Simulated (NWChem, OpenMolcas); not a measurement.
## How basis sets differ on AlHO2 (SMILES [O]=[Al][OH])

AlHO2 has 4 atoms, charge 0, and is taken as a singlet. SMILES: `[O]=[Al][OH]`. Geometry: a GFN2-xTB relaxation, a rough one for these elements and not checked as a minimum.

Quantity: the HOMO–LUMO gap, in eV. The values are calculated.

| level | kind | program | value (eV) |
| --- | --- | --- | --- |
| HF/ANO-L-MB | Hartree–Fock | OpenMolcas | 13.37 |
| HF/STO-3G | Hartree–Fock | NWChem | 15.19 |
| HF/3-21G | Hartree–Fock | NWChem | 11.71 |
| HF/def2-SVP | Hartree–Fock | NWChem | 11.68 |

The values span 11.68 to 15.19 eV. A Hartree–Fock LUMO above zero doesn't converge with the basis: it sinks as sets grow more diffuse. Orbital gaps aren't excitation energies.

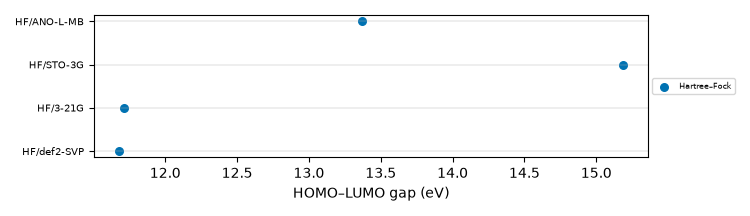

The values of the table, level by level.
